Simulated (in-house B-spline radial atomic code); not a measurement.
# Nd¹⁰⁺: excited configurations

Aim: the energies of several excited configurations of Nd¹⁰⁺ above a reference configuration, each from its own self-consistent run.

Program: in-house B-spline radial atomic code version 1. Level of theory: Dirac-Hartree-Fock, average of configuration, Fermi nucleus, basis-set limit. These are calculated values, not measurements, unless marked.

## 1. The system

| Quantity | Value |
| --- | --- |
| element | neodymium (Z = 60) |
| charge | +10 |
| electrons | 50 |
| configuration | [Kr] 4d10 4f2 5s2 |
| Hamiltonian | Dirac-Coulomb |
| nucleus | Fermi, rms radius 4.912 fm |

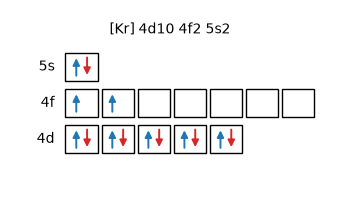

The shells outside the core, filled by Hund's rule for the drawing.

The boxes draw the filling by Hund's rule, which heavy ions in jj coupling don't follow; these runs average over all states of the configuration.

The run's settings:

```ini
Z = 60
electrons = 50.0
configuration = [Kr] 4d10 4f2 5s2
hamiltonian = dirac
method = hf
spin_polarised = False
nucleus = fermi
rms_radius = 4.9123
mass_number = 142
atomic_mass = 141.907728824
speed_of_light = 137.035999084
```

The reference is known from an earlier run: -9599.519808 hartree in all. Up to eight levels, counted from the top:

```tsv
orbital	occupation	energy (eV)	<r> (bohr)
4s1/2	2	-500.20	0.6026
4p1/2	2	-431.49	0.6193
4p3/2	4	-407.74	0.6442
4d3/2	4	-293.48	0.6832
4d5/2	6	-289.16	0.6922
5s1/2	2	-179.81	1.299
4f5/2	0.857143	-165.19	0.7971
4f7/2	1.14286	-164.70	0.8015
```

## 2. Configuration [Kr] 4d9 4f2 5s2 8s1

The run's settings:

```ini
Z = 60
electrons = 50.0
configuration = [Kr] 4d9 4f2 5s2 8s1
hamiltonian = dirac
method = hf
spin_polarised = False
nucleus = fermi
rms_radius = 4.9123
mass_number = 142
atomic_mass = 141.907728824
speed_of_light = 137.035999084
```

## 3. Run with [Kr] 4d10 4f1 5s2 7g1

Settings: those of step 2 with these lines changed.

```diff
@@ -2,3 +2,3 @@
 electrons = 50.0
-configuration = [Kr] 4d9 4f2 5s2 8s1
+configuration = [Kr] 4d10 4f1 5s2 7g1
 hamiltonian = dirac
```

## 4. [Kr] 4d9 4f2 5s2 7d1

Settings: those of step 3 with these lines changed.

```diff
@@ -2,3 +2,3 @@
 electrons = 50.0
-configuration = [Kr] 4d10 4f1 5s2 7g1
+configuration = [Kr] 4d9 4f2 5s2 7d1
 hamiltonian = dirac
```

## 5. [Kr] 4d10 4f1 5s2 8d1

Settings: those of step 4 with these lines changed.

```diff
@@ -2,3 +2,3 @@
 electrons = 50.0
-configuration = [Kr] 4d9 4f2 5s2 7d1
+configuration = [Kr] 4d10 4f1 5s2 8d1
 hamiltonian = dirac
```

## 6. Configuration [Kr] 4d9 4f2 5s2 9g1

Settings: those of step 5 with these lines changed.

```diff
@@ -2,3 +2,3 @@
 electrons = 50.0
-configuration = [Kr] 4d10 4f1 5s2 8d1
+configuration = [Kr] 4d9 4f2 5s2 9g1
 hamiltonian = dirac
```

## 7. Configuration [Kr] 4d9 4f2 5s2 7s1

Settings: those of step 6 with these lines changed.

```diff
@@ -2,3 +2,3 @@
 electrons = 50.0
-configuration = [Kr] 4d9 4f2 5s2 9g1
+configuration = [Kr] 4d9 4f2 5s2 7s1
 hamiltonian = dirac
```

**Question.** How far above the reference does each configuration lie (order and size, in eV)?

**Answer**, as computed:

| net move | configuration | energy above the reference (eV) | with Breit, QED, recoil (eV) | largest <r> (bohr) |
| --- | --- | --- | --- | --- |
| 4f → 8d | [Kr] 4d10 4f1 5s2 8d1 | 126.73 | 126.85 | 5.96 |
| 4f → 7g | [Kr] 4d10 4f1 5s2 7g1 | 128.61 | 128.73 | 5.57 |
| 4d → 7s | [Kr] 4d9 4f2 5s2 7s1 | 223.95 | 223.93 | 3.54 |
| 4d → 7d | [Kr] 4d9 4f2 5s2 7d1 | 237.86 | 237.80 | 4.25 |
| 4d → 8s | [Kr] 4d9 4f2 5s2 8s1 | 243.54 | 243.50 | 5.06 |
| 4d → 9g | [Kr] 4d9 4f2 5s2 9g1 | 267.39 | 267.33 | 9.85 |

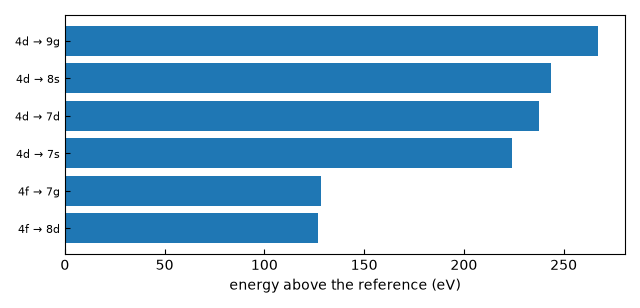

Energy of each configuration above the reference.

Quantum defects of the promoted electron, δ = n − ζ/√(−2ε) with ζ = 11 and ε its orbital energy in hartree:

| promotion | δ |
| --- | --- |
| 4f → 8d | 1.267 |
| 4f → 7g | 0.085 |
| 4d → 7s | 1.937 |
| 4d → 7d | 1.280 |
| 4d → 8s | 1.927 |
| 4d → 9g | 0.101 |

The lowest of them is 4f → 8d at 126.73 eV and the highest 4d → 9g at 267.39 eV. 4 of them lie more than 2 % above the ionisation threshold that Koopmans' theorem gives (164.70 eV), where such states can decay by emitting an electron. Of those tabulated, the defect is largest for 7s (1.94) and least for 7g (0.09): low angular momentum penetrates the core, high angular momentum stays outside it. Two partly filled shells share a symmetry and can mix in the average, which may lower the energy, for: 4d → 7d. These are averages over configurations, without correlation, not spectroscopic levels.
